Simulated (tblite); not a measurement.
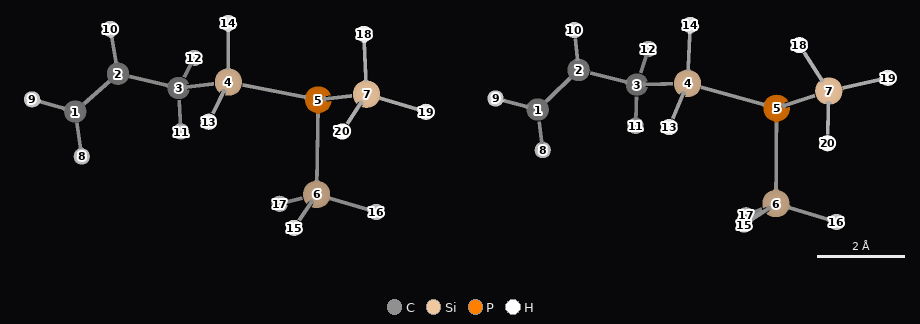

Two geometries of C3H13PSi3, drawn at one scale. One is the start of a relaxation, the other its converged end. Style: ball-and-stick. Shown at a tilt.

All numbers below come from tblite 0.8.0, GFN2-xTB geometry optimisation, gas phase. 

**Which geometry has the lower energy?**

The left one is the relaxed one. The largest move after the best rigid fit is that of H19, 0.80 Å. By element the largest moves are H 0.80 Å, Si 0.25 Å, P 0.20 Å, C 0.17 Å. Near-neighbour distances that change, for instance: C3–Si4 1.861 → 1.908 Å, C2–C3 1.516 → 1.484 Å, C1–H9 1.107 → 1.076 Å, Si4–P5 2.206 → 2.229 Å. Among the angles between lasting bonds that change: P5–Si6–H15 103.8° → 113.0°, C1–C2–C3 116.3° → 124.8°, P5–Si4–H13 105.0° → 113.5°. Groups turn about P5–Si7 by about 35°. After 128 geometry steps the energy has fallen by 32.8 kJ/mol. The run took 1.4 s on 1 thread of Intel(R) Xeon(R) 6975P-C, on a shared host.
